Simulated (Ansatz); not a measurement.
# Al6Ge: what the fields show

Input file:

```
crystal:
  periodic: [false, false, false]
  atoms:
    - {symbol: Ge, position_ang: [0.638787, 1.753490, -1.493591]}
    - {symbol: Al, position_ang: [2.169857, 1.383403, 0.589241]}
    - {symbol: Al, position_ang: [3.606208, -0.779335, 0.448617]}
    - {symbol: Al, position_ang: [-0.139790, -0.205059, 0.046933]}
    - {symbol: Al, position_ang: [2.137051, -0.378068, -1.656458]}
    - {symbol: Al, position_ang: [1.427800, -0.611615, 2.079942]}
    - {symbol: Al, position_ang: [1.403686, -2.294615, -0.059584]}
basis:
  gaussian: {orbitals: def2-TZVP, initial_orbitals: start.molden}
hamiltonian: {xc: pbe0, dispersion: d4}
scf: {omitted_lower_state_checks: [starts]}
output: {forces: true, orbitals: {seedname: orbitals}}
```

Command:

```sh
ansatz run in.yaml --threads 4 --pin off --events-out ev --progress --plain --max-ram 4787MiB
```

Geometry: B3LYP-D4/def2-SVP.

The calculation used Ansatz 0.2.0, RKS PBE0-D4/def2-TZVP.

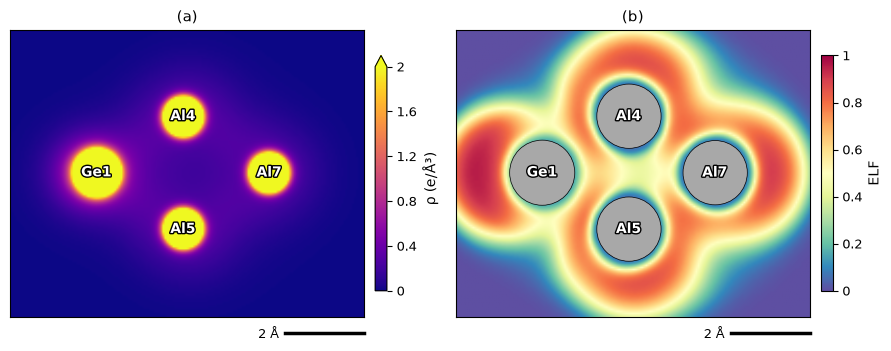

Figure 1. (a) electron density; (b) ELF on the plane of atoms Ge1, Al4 and Al7. Grey discs cover the atomic cores in the ELF map.

**What does the map show?**

The plane passes through Ge and Al nuclei. Al–Al (2.60 Å): ρ at the midpoint is about 0.27 e/Å³; the ELF peaks at about 0.70 between the atoms. Al–Ge (2.61 Å): the density is about 0.34 e/Å³ at the midpoint; the ELF peaks at about 0.75 between the atoms. The ELF also peaks beside Al5, Al7 and Al4, away from the bonds: lone-pair regions.

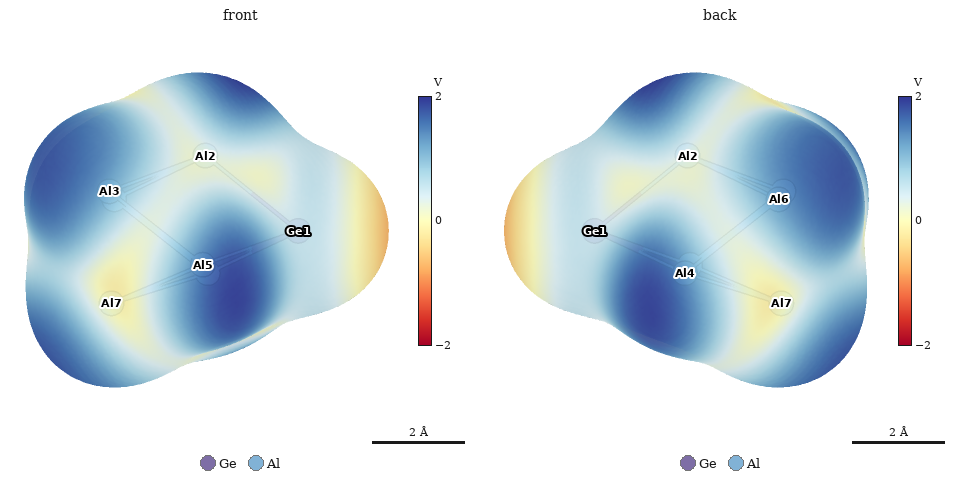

Figure 2. The electrostatic potential painted on the density surface at 0.004 e/bohr³, seen from the front and from behind; the colour scale runs from red (negative) to blue (positive).

**Where is the surface potential most negative and most positive?**

The most negative region (about −0.7 V) lies over Ge1, the most positive (about +1.9 V) over Al2, Al4 and Al5.
